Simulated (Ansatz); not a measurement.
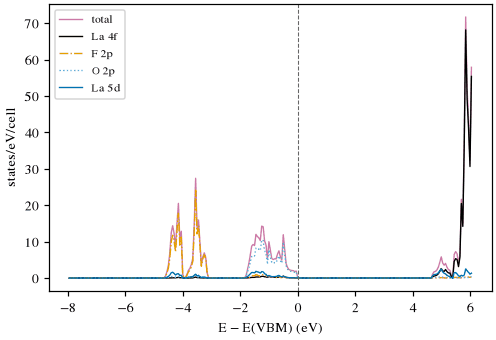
Total and projected density of states of LaOF in space group R-3m (No. 166; La on 6c, O on 6c, F on 6c), the program Ansatz at the r²SCAN level (PAW)

Q: Which orbitals carry the states next to the gap?

A: Top 1 eV of the valence band: O 2p 82 %, La 5d 6 %. Bottom 1 eV of the conduction band: La 4f 61 %, La 5d 29 %. Projections are on Löwdin-orthogonalised atomic valence shells; empty p or d shells of many metals are not among them.

Q: Where is the tallest occupied peak in this window, and what makes it?

A: Near -3.6 eV, about 27 states/eV per cell; the largest projected share is F 2p.

The first step of the workflow began from a Materials Project structure, measured or hypothetical; the Crystallography Open Database files this formula in space group No. 166, but the cells were not matched. Whether it is the stable phase at ambient conditions was not checked. Symmetry was held in the r²SCAN relaxation; whether a distortion lowers the energy is not shown. Spin–orbit coupling is left out wherever it is not named.

Potentials: the later of the program's two PAW sets.
